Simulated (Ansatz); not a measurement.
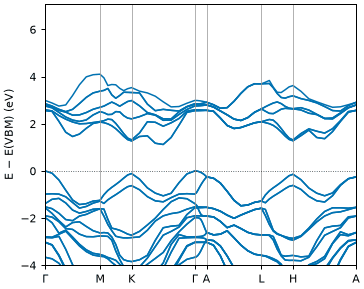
Figure: Band structure from r²SCAN+D4 with spin–orbit coupling in the plane-wave PAW code Ansatz

### Question
Read off the gap and where the band edges lie.

### Answer
About 1.1 eV (1.09 eV by a search for the band edges); maximum at Γ, minimum on the K–Γ line, 45 % of the way from K.

The material is WSe2 in space group P6_3/mmc (No. 194; W on 2c, Se on 4f).

Symmetry was held in the r²SCAN+D4 relaxation. The run is not spin-polarised.

Potentials: the later of the program's two PAW sets.
